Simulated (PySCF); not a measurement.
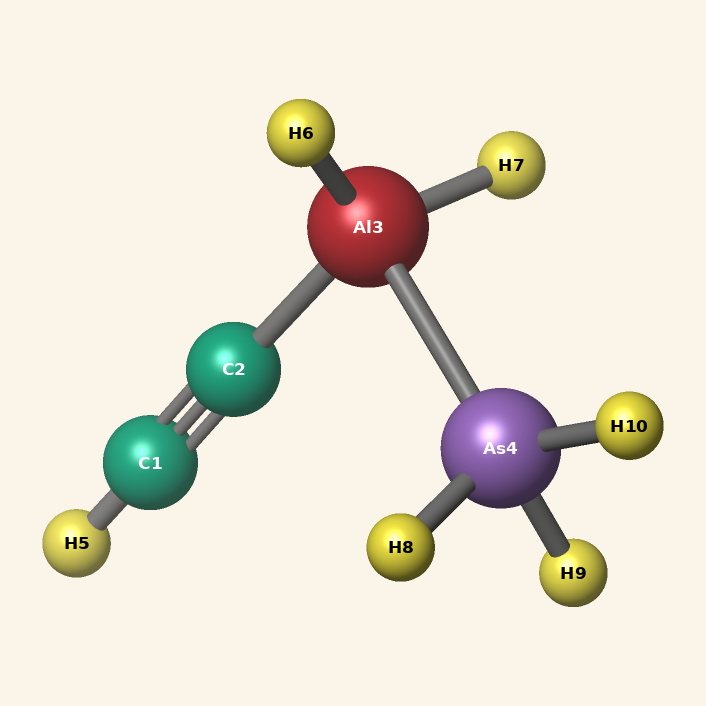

The geometry was computed by an optimisation with PBE0-D3(BJ)/def2-SVP. No frequency run is at hand to confirm it as a minimum. Level of theory: delta-SCF UKS SCAN, pcX-2 on the ionised atom, pcseg-1 elsewhere, spin-free X2C (PySCF 2.14.0).

Give the core-electron binding energies (to vacuum; p and d levels without spin–orbit splitting) of C1 1s, C2 1s, Al3 1s, Al3 2p.

```
atom  level  binding energy (eV)
  C1     1s                289.8
  C2     1s                289.4
 Al3     1s               1566.0
 Al3     2p                 79.6
```
